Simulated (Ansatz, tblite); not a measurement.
# The cluster HfS₂: charged states by level of theory

Aim: the energy of removing and adding an electron for the cluster HfS₂, by energy differences, and how well orbital energies stand in for it.

Method: as each input shows; program: Ansatz 0.2.0, Gaussian basis.

Levels to be run: charge +1 doublet, at the geometry of the singlet (PBE0-D4/def2-TZVP, PBE-D4/def2-TZVP, r2SCAN-D4/def2-TZVP, CCSD(T)/def2-TZVPP); charge -1 doublet, at the geometry of the singlet (PBE0-D4/def2-TZVPD, PBE-D4/def2-TZVPD, r2SCAN-D4/def2-TZVPD, CCSD(T)/def2-TZVPD); the starting singlet's energies come from earlier runs.

**1. The relaxed structure**

The singlet was relaxed beforehand with PBE0-D4/def2-TZVP. At that level it is the lowest of the isomers that a small search found.

3 atoms, charge 0, spin multiplicity 1.

Atoms are counted from 1 here; the program's logs count them from 0.

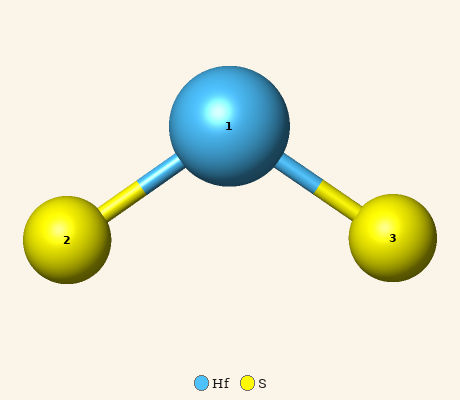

The structure; hafnium blue, sulfur yellow; atoms are numbered from 1 in the order of the file.

Coordinates:

```
Hf    0.2232    0.6467   -0.4884
S    -1.8643    0.0938   -0.0046
S     1.6411   -0.7405    0.4930
```

Hf takes a core potential in the def2 sets. No spin-orbit coupling is included.

**2. Charge +1 doublet at the fixed geometry, PBE0-D4/def2-TZVP**

Input file in.yaml:

```yaml
crystal:
  periodic: [false, false, false]
  atoms:
    - {symbol: Hf, position_ang: [0.223231, 0.646714, -0.488356]}
    - {symbol: S, position_ang: [-1.864308, 0.093772, -0.004595]}
    - {symbol: S, position_ang: [1.641077, -0.740487, 0.492951]}
basis:
  gaussian: {orbitals: def2-TZVP}
total_charge: 1
magnetization: {spin_polarized: true, initial_magnetization: 1}
hamiltonian: {xc: pbe0, dispersion: d4}
output: {orbitals: {seedname: orbitals}}
```

Command:

```console
ansatz run in.yaml --threads 4 --pin off --events-out ev --progress --plain --max-ram 3916MiB
```

What it wrote:

```text
Functional definition: PBE0
  name "PBE0"
  cite "Adamo & Barone, J. Chem. Phys. 110, 6158 (1999) doi:10.1063/1.478522"
  cite "Perdew, Burke & Ernzerhof, Phys. Rev. Lett. 77, 3865 (1996) doi:10.1103/PhysRevLett.77.3865"
  parent pbe
  parameter a = 0.25
  parameter kappa = 0.804
  parameter beta = 0.06672455060314922
  exchange = (1 - a)*pbe_x(kappa = kappa, mu = beta*pi^2/3) + a*exact_x
  correlation = pbe_c(beta = beta)
935 factors; their error is unknown
mean field evaluation 1: about -22955.9676 eV, gradient 3.5e1 eV
mean field evaluation 2: about -22855.4712 eV, gradient 1.4e2 eV
mean field evaluation 4: about -22962.2902 eV, gradient 1.0e1 eV
mean field evaluation 8: about -22962.9065 eV, gradient 1.4e-1 eV
mean field evaluation 16: about -22962.9622 eV, gradient 1.1e-3 eV
mean field evaluation 32: about -22962.0694 eV, gradient 4.9e0 eV
mean field -22962.96218090 eV, -843.8732952933 hartree, gradient 2.6e-5 eV, S^2 0.787097; 5 other end points of the search recorded, 0 dependent functions left out
reference -22962.96220722 eV, -843.8732962607 hartree; 22, 21 occupied and 92, 93 virtual orbitals, 935 factors
Total energy: -22963.04646880 eV, -843.8763928165 hartree
```

Wall time 1.3 s (4 threads of AMD EPYC 9R45, shared host).

Report: HOMO -13.05 eV, LUMO -10.20 eV (over both spins); ⟨S²⟩ 0.787 (pure: 0.75).

**3. Charge +1 doublet at the fixed geometry, PBE-D4/def2-TZVP**

start.molden holds the orbitals of an earlier run on this state, given as this run's starting guess.

in.yaml: that of step 2 with these lines changed.

```diff
@@ -7,6 +7,7 @@
 basis:
-  gaussian: {orbitals: def2-TZVP}
+  gaussian: {orbitals: def2-TZVP, initial_orbitals: start.molden}
 total_charge: 1
 magnetization: {spin_polarized: true, initial_magnetization: 1}
-hamiltonian: {xc: pbe0, dispersion: d4}
+hamiltonian: {xc: pbe, dispersion: d4}
+scf: {omitted_lower_state_checks: [starts]}
 output: {orbitals: {seedname: orbitals}}
```

Launched as before.

What it wrote:

```text
Functional definition: PBE
  name "PBE"
  cite "Perdew, Burke & Ernzerhof, Phys. Rev. Lett. 77, 3865 (1996) doi:10.1103/PhysRevLett.77.3865"
  parent pbe
  parameter kappa = 0.804
  parameter beta = 0.06672455060314922
  exchange = pbe_x(kappa = kappa, mu = beta*pi^2/3)
  correlation = pbe_c(beta = beta)
these checks for a lower state are left out or cut short: starts
867 factors; their error is unknown
mean field evaluation 1: about -22962.4668 eV, gradient 7.7e0 eV
mean field evaluation 2: about -22962.5751 eV, gradient 2.0e-1 eV
mean field evaluation 4: about -22962.5641 eV, gradient 3.7e-2 eV
mean field -22962.56409267 eV, -843.8586658206 hartree, gradient 5.2e-5 eV, S^2 0.761698; 0 other end points of the search recorded, 0 dependent functions left out
reference -22962.56412634 eV, -843.8586670579 hartree; 22, 21 occupied and 92, 93 virtual orbitals, 867 factors
Total energy: -22962.66198322 eV, -843.8622632319 hartree
Checks for a lower state left out: starts
```

Wall time 0.55 s (4 threads of AMD EPYC 9R45, shared host).

From the report: HOMO -12.02 eV, LUMO -11.02 eV (over both spins); ⟨S²⟩ 0.762 (pure: 0.75).

**4. Charge +1 doublet at the fixed geometry, r2SCAN-D4/def2-TZVP**

in.yaml: that of step 3 with these lines changed.

```diff
@@ -10,3 +10,3 @@
 magnetization: {spin_polarized: true, initial_magnetization: 1}
-hamiltonian: {xc: pbe, dispersion: d4}
+hamiltonian: {xc: r2scan, dispersion: d4}
 scf: {omitted_lower_state_checks: [starts]}
```

Same command.

What it wrote:

```text
Functional definition: r2SCAN
  name "r2SCAN"
  cite "Furness, Kaplan, Ning, Perdew & Sun, J. Phys. Chem. Lett. 11, 8208 (2020) doi:10.1021/acs.jpclett.0c02405"
  cite "Furness, Kaplan, Ning, Perdew & Sun, J. Phys. Chem. Lett. 11, 9248 (2020) doi:10.1021/acs.jpclett.0c03077"
  parent r2scan
  parameter k0 = 0.174
  parameter k1 = 0.065
  parameter a1 = 4.9479
  exchange = r2scan_x(k0 = k0, k1 = k1, a1 = a1)
  correlation = r2scan_c
these checks for a lower state are left out or cut short: starts
867 factors; their error is unknown
mean field evaluation 1: about -22970.1186 eV, gradient 5.5e0 eV
mean field evaluation 2: about -22970.1552 eV, gradient 8.8e-2 eV
mean field evaluation 4: about -22970.1426 eV, gradient 1.4e-3 eV
mean field evaluation 8: about -22970.1426 eV, gradient 2.9e-5 eV
mean field -22970.14259113 eV, -844.1371705022 hartree, gradient 2.9e-5 eV, S^2 0.775879; 0 other end points of the search recorded, 0 dependent functions left out
reference -22970.14260368 eV, -844.1371709636 hartree; 22, 21 occupied and 92, 93 virtual orbitals, 867 factors
Total energy: -22970.16123224 eV, -844.1378555504 hartree
Checks for a lower state left out: starts
```

Wall time 1.4 s (4 threads of AMD EPYC 9R45, shared host).

Report: HOMO -12.22 eV, LUMO -10.87 eV (over both spins); ⟨S²⟩ 0.776 (pure: 0.75).

**5. Charge +1 doublet at the fixed geometry, CCSD(T)/def2-TZVPP**

Input file in.yaml:

```yaml
crystal:
  periodic: [false, false, false]
  atoms:
    - {symbol: Hf, position_ang: [0.223231, 0.646714, -0.488356]}
    - {symbol: S, position_ang: [-1.864308, 0.093772, -0.004595]}
    - {symbol: S, position_ang: [1.641077, -0.740487, 0.492951]}
basis:
  gaussian: {orbitals: def2-TZVPP, initial_orbitals: start.molden}
total_charge: 1
magnetization: {spin_polarized: true, initial_magnetization: 1}
correlation: {method: ccsd_t}
scf: {omitted_lower_state_checks: [starts, cluster_reference]}
output: {orbitals: {seedname: orbitals}}
```

Same command.

What it wrote, shortened:

```text
Functional definition: HF
  name "HF"
  cite "Fock, Z. Phys. 61, 126 (1930) doi:10.1007/BF01340294"
  parent pbe
[...]
847 factors; integrals over basis functions are off by at most 7.3e-4 eV
[...]
mean field -22920.89007626 eV, -842.3271739653 hartree, gradient 3.7e-6 eV, S^2 1.059809; 0 other end points of the search recorded, 0 dependent functions left out
10 core orbitals not correlated: weight in the atoms' cores, before any rotation towards them, 1.000 or more for the frozen orbitals, at most 0.000 for the correlated occupied ones
reference -22920.89007626 eV, -842.3271739653 hartree; 12, 11 occupied and 118, 119 virtual orbitals, 847 factors
second order -16.29266480 eV of doubles, -0.00000000 eV of singles
cycle   1  -16.19476725 eV  change    9.8e-2 eV  update   1.8e-1
[...]
cycle  16  -17.13566422 eV  change    1.3e-5 eV  update   2.3e-5
perturbative correction -1.11466238 eV, -0.0409630870 hartree
Total energy: -22939.14040286 eV, -842.9978610972 hartree
Checks for a lower state left out: starts, cluster_reference
```

Run time: 5.5 s. Hardware: 4 threads of AMD EPYC 9R45, shared host; peak memory 1.1 GiB.

From the report: Hartree-Fock HOMO -14.36 eV, LUMO -6.15 eV (over both spins); ⟨S²⟩ 1.060 (pure: 0.75); T1 0.048. Doubts: spin contamination.

**6. Vertical ionisation energy**

Charged state less starting state, singlet to doublet; the starting state's energies are those of its earlier runs.

| level | vertical ionisation energy (eV) | time |
| --- | --- | --- |
| HF/def2-TZVPP† | +7.38 |  |
| PBE-D4/def2-TZVP | +8.20 | 0.95 s |
| r2SCAN-D4/def2-TZVP | +8.25 | 2.2 s |
| PBE0-D4/def2-TZVP | +8.32 | 2 s |
| MP2/def2-TZVPP† | +8.97 |  |
| CCSD/def2-TZVPP† | +8.26 |  |
| CCSD(T)/def2-TZVPP† | +8.33 | 7.8 s |

Times add the two runs; a level without a time comes out of a correlated run. † marks a level with a doubtful state (flagged, unstable, out of aufbau order, or strongly spin-contaminated); such levels are left out of the summary. CCSD(T)/def2-TZVPP is no safe reference here (spin contamination).

Beside −ε(HOMO) of the starting state:

| level | −ε(HOMO) (eV) | by difference (eV) | mismatch (eV) |
| --- | --- | --- | --- |
| PBE-D4/def2-TZVP | 5.38 | 8.20 | -2.82 |
| r2SCAN-D4/def2-TZVP | 5.58 | 8.25 | -2.67 |
| PBE0-D4/def2-TZVP | 6.41 | 8.32 | -1.90 |

**7. Charge -1 doublet at the fixed geometry, PBE0-D4/def2-TZVPD**

Input file in.yaml:

```yaml
crystal:
  periodic: [false, false, false]
  atoms:
    - {symbol: Hf, position_ang: [0.223231, 0.646714, -0.488356]}
    - {symbol: S, position_ang: [-1.864308, 0.093772, -0.004595]}
    - {symbol: S, position_ang: [1.641077, -0.740487, 0.492951]}
basis:
  gaussian: {orbitals: def2-TZVPD}
total_charge: -1
magnetization: {spin_polarized: true, initial_magnetization: 1}
hamiltonian: {xc: pbe0, dispersion: d4}
output: {orbitals: {seedname: orbitals}}
```

The command is unchanged.

What it wrote:

```text
Functional definition: PBE0
  name "PBE0"
  cite "Adamo & Barone, J. Chem. Phys. 110, 6158 (1999) doi:10.1063/1.478522"
  cite "Perdew, Burke & Ernzerhof, Phys. Rev. Lett. 77, 3865 (1996) doi:10.1103/PhysRevLett.77.3865"
  parent pbe
  parameter a = 0.25
  parameter kappa = 0.804
  parameter beta = 0.06672455060314922
  exchange = (1 - a)*pbe_x(kappa = kappa, mu = beta*pi^2/3) + a*exact_x
  correlation = pbe_c(beta = beta)
1069 factors; their error is unknown
mean field evaluation 1: about -22972.0656 eV, gradient 1.5e1 eV
mean field evaluation 2: about -22960.9758 eV, gradient 4.9e1 eV
mean field evaluation 4: about -22973.5646 eV, gradient 2.7e0 eV
mean field evaluation 8: about -22973.6095 eV, gradient 6.2e-2 eV
mean field evaluation 16: about -22973.6719 eV, gradient 5.8e-4 eV
mean field -22973.67193361 eV, -844.2668714460 hartree, gradient 1.1e-5 eV, S^2 0.753773; 2 other end points of the search recorded, 0 dependent functions left out
reference -22973.67196652 eV, -844.2668726555 hartree; 23, 22 occupied and 112, 113 virtual orbitals, 1069 factors
Total energy: -22973.77514129 eV, -844.2706642582 hartree
```

It took 1.2 s on 4 threads of AMD EPYC 9R45, shared host.

HOMO -0.98 eV, LUMO 1.46 eV (over both spins); ⟨S²⟩ 0.754 (pure: 0.75).

**8. Charge -1 doublet at the fixed geometry, PBE-D4/def2-TZVPD**

in.yaml: that of step 7 with these lines changed.

```diff
@@ -7,6 +7,7 @@
 basis:
-  gaussian: {orbitals: def2-TZVPD}
+  gaussian: {orbitals: def2-TZVPD, initial_orbitals: start.molden}
 total_charge: -1
 magnetization: {spin_polarized: true, initial_magnetization: 1}
-hamiltonian: {xc: pbe0, dispersion: d4}
+hamiltonian: {xc: pbe, dispersion: d4}
+scf: {omitted_lower_state_checks: [starts]}
 output: {orbitals: {seedname: orbitals}}
```

Same command.

What it wrote:

```text
Functional definition: PBE
  name "PBE"
  cite "Perdew, Burke & Ernzerhof, Phys. Rev. Lett. 77, 3865 (1996) doi:10.1103/PhysRevLett.77.3865"
  parent pbe
  parameter kappa = 0.804
  parameter beta = 0.06672455060314922
  exchange = pbe_x(kappa = kappa, mu = beta*pi^2/3)
  correlation = pbe_c(beta = beta)
these checks for a lower state are left out or cut short: starts
953 factors; their error is unknown
mean field evaluation 1: about -22972.9721 eV, gradient 7.7e0 eV
mean field evaluation 2: about -22973.0683 eV, gradient 1.7e-1 eV
mean field evaluation 4: about -22973.0559 eV, gradient 5.8e-3 eV
mean field evaluation 8: about -22973.0559 eV, gradient 1.2e-5 eV
mean field -22973.05585489 eV, -844.2442309706 hartree, gradient 1.2e-5 eV, S^2 0.753745; 0 other end points of the search recorded, 0 dependent functions left out
reference -22973.05589650 eV, -844.2442324999 hartree; 23, 22 occupied and 112, 113 virtual orbitals, 953 factors
Total energy: -22973.17565991 eV, -844.2486337241 hartree
Checks for a lower state left out: starts
```

Wall time 0.8 s (4 threads of AMD EPYC 9R45, shared host).

From the report: HOMO -0.12 eV, LUMO 0.84 eV (over both spins); ⟨S²⟩ 0.754 (pure: 0.75).

**9. Charge -1 doublet at the fixed geometry, r2SCAN-D4/def2-TZVPD**

in.yaml: that of step 8 with these lines changed.

```diff
@@ -10,3 +10,3 @@
 magnetization: {spin_polarized: true, initial_magnetization: 1}
-hamiltonian: {xc: pbe, dispersion: d4}
+hamiltonian: {xc: r2scan, dispersion: d4}
 scf: {omitted_lower_state_checks: [starts]}
```

Launched as before.

What it wrote:

```text
Functional definition: r2SCAN
  name "r2SCAN"
  cite "Furness, Kaplan, Ning, Perdew & Sun, J. Phys. Chem. Lett. 11, 8208 (2020) doi:10.1021/acs.jpclett.0c02405"
  cite "Furness, Kaplan, Ning, Perdew & Sun, J. Phys. Chem. Lett. 11, 9248 (2020) doi:10.1021/acs.jpclett.0c03077"
  parent r2scan
  parameter k0 = 0.174
  parameter k1 = 0.065
  parameter a1 = 4.9479
  exchange = r2scan_x(k0 = k0, k1 = k1, a1 = a1)
  correlation = r2scan_c
these checks for a lower state are left out or cut short: starts
953 factors; their error is unknown
mean field evaluation 1: about -22980.7456 eV, gradient 5.5e0 eV
mean field evaluation 2: about -22980.7795 eV, gradient 8.6e-2 eV
mean field evaluation 4: about -22980.7638 eV, gradient 4.2e-3 eV
mean field evaluation 8: about -22980.7638 eV, gradient 3.7e-5 eV
mean field -22980.76384602 eV, -844.5274944200 hartree, gradient 3.7e-5 eV, S^2 0.753861; 0 other end points of the search recorded, 0 dependent functions left out
reference -22980.76388664 eV, -844.5274959126 hartree; 23, 22 occupied and 112, 113 virtual orbitals, 953 factors
Total energy: -22980.78675719 eV, -844.5283363899 hartree
Checks for a lower state left out: starts
```

Run time: 1.6 s. Hardware: 4 threads of AMD EPYC 9R45, shared host.

HOMO -0.40 eV, LUMO 1.14 eV (over both spins); ⟨S²⟩ 0.754 (pure: 0.75).

**10. Charge -1 doublet at the fixed geometry, CCSD(T)/def2-TZVPD**

in.yaml: that of step 9 with these lines changed.

```diff
@@ -10,4 +10,4 @@
 magnetization: {spin_polarized: true, initial_magnetization: 1}
-hamiltonian: {xc: r2scan, dispersion: d4}
-scf: {omitted_lower_state_checks: [starts]}
+correlation: {method: ccsd_t}
+scf: {omitted_lower_state_checks: [starts, cluster_reference]}
 output: {orbitals: {seedname: orbitals}}
```

Launched as before.

What it wrote, shortened:

```text
Functional definition: HF
  name "HF"
  cite "Fock, Z. Phys. 61, 126 (1930) doi:10.1007/BF01340294"
  parent pbe
[...]
930 factors; integrals over basis functions are off by at most 7.2e-4 eV
[...]
mean field -22930.50670622 eV, -842.6805785978 hartree, gradient 3.4e-6 eV, S^2 0.758535; 0 other end points of the search recorded, 0 dependent functions left out
10 core orbitals not correlated: weight in the atoms' cores, before any rotation towards them, 1.000 or more for the frozen orbitals, at most 0.000 for the correlated occupied ones
reference -22930.50670622 eV, -842.6805785978 hartree; 13, 12 occupied and 112, 113 virtual orbitals, 930 factors
second order -16.87491938 eV of doubles, -0.00000000 eV of singles
cycle   1  -16.52624247 eV  change    3.5e-1 eV  update   1.6e-1
[...]
cycle  15  -17.18211750 eV  change    2.7e-5 eV  update   9.5e-6
perturbative correction -1.01764002 eV, -0.0373975808 hartree
Total energy: -22948.70646373 eV, -843.3494073503 hartree
Checks for a lower state left out: starts, cluster_reference
```

Wall time 7 s (4 threads of AMD EPYC 9R45, shared host); peak memory 1.2 GiB.

Hartree-Fock HOMO -3.01 eV, LUMO 3.74 eV (over both spins); ⟨S²⟩ 0.759 (pure: 0.75); T1 0.031.

**11. Vertical electron affinity**

Starting state less charged state (positive: the electron is bound), singlet to doublet; the starting state's energies are those of its earlier runs.

| method | vertical electron affinity (eV) | from CCSD(T)/def2-TZVPD (eV) | time |
| --- | --- | --- | --- |
| HF/def2-TZVPD | 2.26 | -0.06 |  |
| PBE-D4/def2-TZVPD | 2.27 | -0.05 | 1.3 s |
| r2SCAN-D4/def2-TZVPD | 2.35 | +0.03 | 2.5 s |
| PBE0-D4/def2-TZVPD | 2.38 | +0.06 | 1.8 s |
| MP2/def2-TZVPD | 2.22 | -0.10 |  |
| CCSD/def2-TZVPD | 2.39 | +0.07 |  |
| CCSD(T)/def2-TZVPD | 2.32 | 0 | 9.1 s |

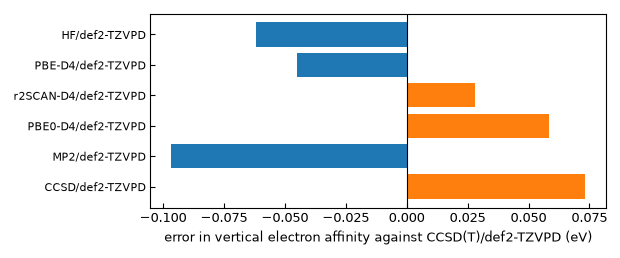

Deviations from CCSD(T)/def2-TZVPD, method by method.

Times add the two runs; a level without a time comes out of a correlated run.

Beside −ε(LUMO) of the starting state:

| level | −ε(LUMO) (eV) | by difference (eV) | mismatch (eV) |
| --- | --- | --- | --- |
| PBE-D4/def2-TZVPD | 4.38 | 2.27 | +2.10 |
| r2SCAN-D4/def2-TZVPD | 4.06 | 2.35 | +1.71 |
| PBE0-D4/def2-TZVPD | 3.65 | 2.38 | +1.28 |

**12. Results**

| quantity | value |
| --- | --- |
| vertical ionisation energy, functionals in def2-TZVP | 8.20 (PBE-D4) to 8.32 eV (PBE0-D4) |
| vertical electron affinity, functionals in def2-TZVPD | 2.27 (PBE-D4) to 2.38 eV (PBE0-D4) |
| vertical electron affinity, CCSD(T)/def2-TZVPD | 2.32 eV |

What this shows: The vertical ionisation energy spans 8.20 to 8.32 eV over the functionals. −ε(HOMO) misses the level's own difference by -1.90 eV at best (PBE0-D4) and -2.82 eV at worst (PBE-D4). The vertical electron affinity spans 2.27 to 2.38 eV over the functionals, beside 2.32 eV from CCSD(T)/def2-TZVPD. −ε(LUMO) misses the level's own difference by +1.28 eV at best (PBE0-D4) and +2.10 eV at worst (PBE-D4). The reference is CCSD(T) in one finite basis, so it carries an error of its own, often a tenth of an eV or more, and near misses can't be ranked. The charged states' spins were chosen beforehand and needn't be their lowest.
